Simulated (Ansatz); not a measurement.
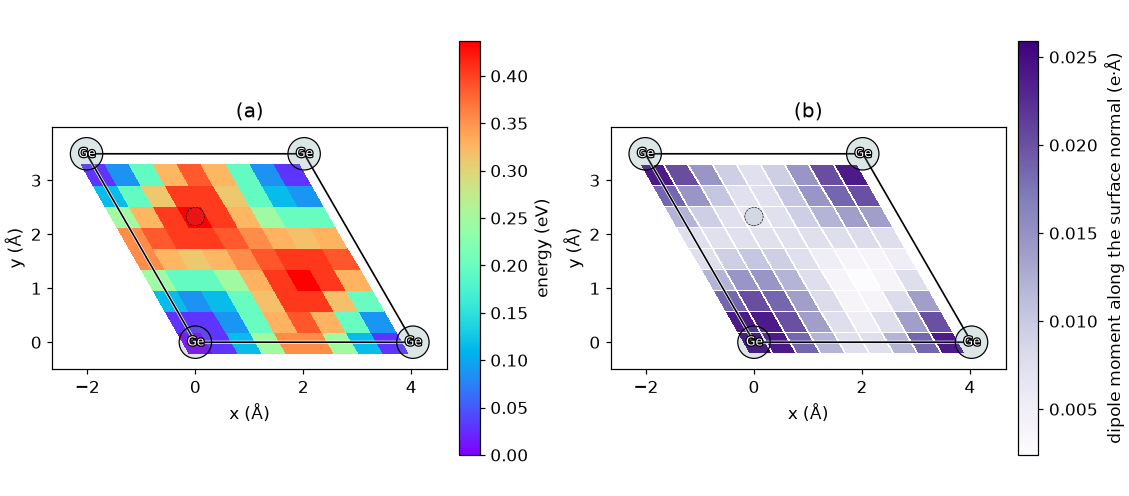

Cu on a Ge(111) slab cut from the Fd-3m phase, its upper half relaxed before the scan (4 atoms of substrate and one adsorbate in a 1 × 1 cell). 
- Cu is moved over the surface cell at a fixed height above a rigid substrate; the origin of the map has the adsorbate above Ge4; the height is held at 2.80 Å.
- Places are given modulo a cell vector. The map is drawn in real space over the plane of the surface.
- Grid: 9 × 9 points; 19 points were computed and 62 follow by symmetry.
- All energies are given in eV relative to the lowest grid point.
- The runs have no spin polarisation, so an open-shell adsorbate far from the surface lies too high. With one adsorbate in each 1 × 1 cell, its nearest image is 4.0 Å away, so neighbouring adsorbates interact. At a fixed height the lowest place need not be the adsorption site.
- Level of theory: DFT PBE+D3(BJ), scalar-relativistic, plane waves, PAW in Ansatz. Settings: cutoff 420 eV, k-mesh 9×9×1, gaussian smearing 0.1 eV, no spin polarisation.

Panel (a) is the energy and panel (b) the computed dipole moment along the surface normal on the same grid.

Drawn: one coloured cell a grid point, labelled circles for the atoms of the top layer and small ones for the second layer, the outline of one cell of the plane.

Q: How does the dipole moment along the surface normal vary over the map, and what is it at the lowest grid point?

A: It runs from 0.00 e·Å at a threefold hollow, (6/9, 3/9) of the cell vectors to 0.03 e·Å at the top site over a surface Ge atom, (0/9, 0/9) of the cell vectors. At the lowest grid point, the top site over a surface Ge atom, (0/9, 0/9) of the cell vectors, it is 0.03 e·Å.

```
second ↓, first →   0/9   1/9   2/9   3/9   4/9   5/9   6/9   7/9   8/9
              8/9  0.02  0.02  0.01  0.01  0.01  0.01  0.01  0.02  0.02
              7/9  0.02  0.01  0.01  0.01  0.01  0.01  0.01  0.02  0.02
              6/9  0.01  0.01  0.01  0.01  0.01  0.01  0.01  0.01  0.01
              5/9  0.01  0.01  0.01  0.01  0.01  0.01  0.01  0.01  0.01
              4/9  0.01  0.01  0.01  0.01  0.01  0.01  0.00  0.00  0.01
              3/9  0.01  0.01  0.01  0.01  0.01  0.00  0.00  0.00  0.01
              2/9  0.02  0.02  0.02  0.01  0.01  0.00  0.00  0.01  0.01
              1/9  0.02  0.02  0.02  0.01  0.01  0.01  0.01  0.01  0.02
              0/9  0.03  0.02  0.02  0.01  0.01  0.01  0.01  0.02  0.02
```

PAW datasets: the set soft_1.
